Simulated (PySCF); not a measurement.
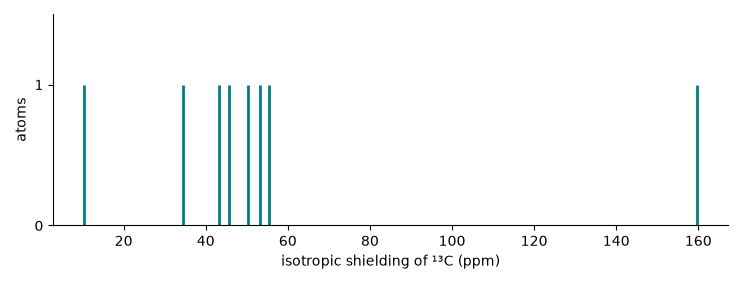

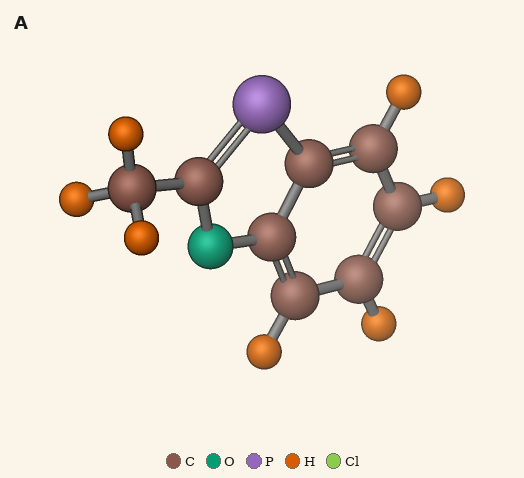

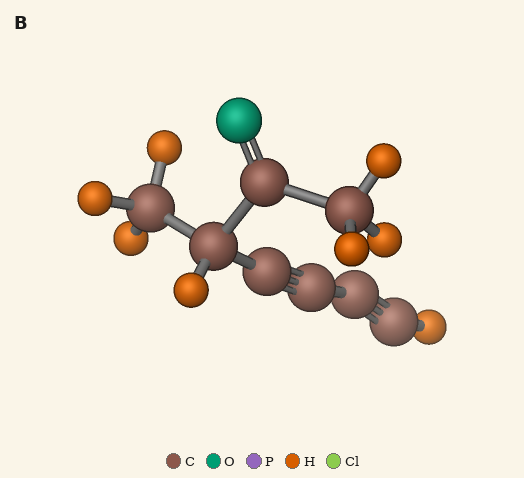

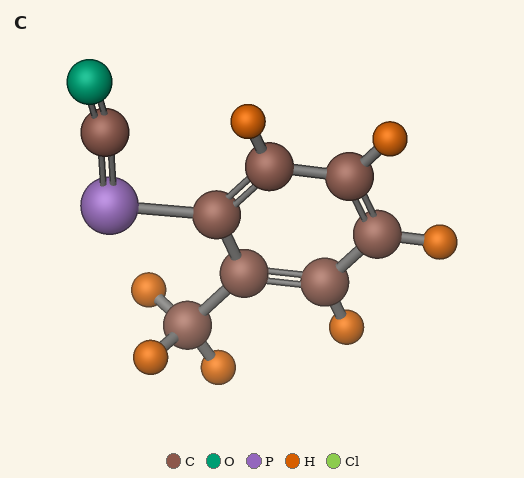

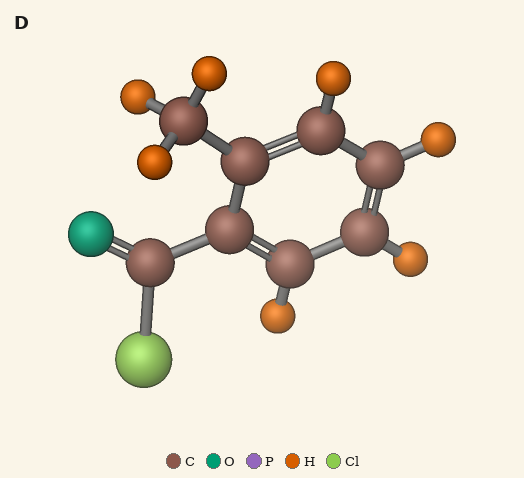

The sticks are computed shieldings of one of the molecules, for one fixed geometry (GFN2-xTB) without averaging over rotations. Low shielding means a high chemical shift. Method: GIAO PBE0/pcSseg-1 NMR shielding, non-relativistic, gas phase (PySCF 2.14.0).

Question: Which molecule gives this pattern?

Answer: D, `Cc1ccccc1C(=O)Cl`. Its 8 C atoms give lines at 10.3, 34.5, 43.2, 45.6, 50.2, 53.3, 55.3, 159.7 ppm.

The geometry is semi-empirical. Around P such bond lengths and angles can be off by a tenth of an ångström or more and by several degrees, and values that hang on the shape move with them.
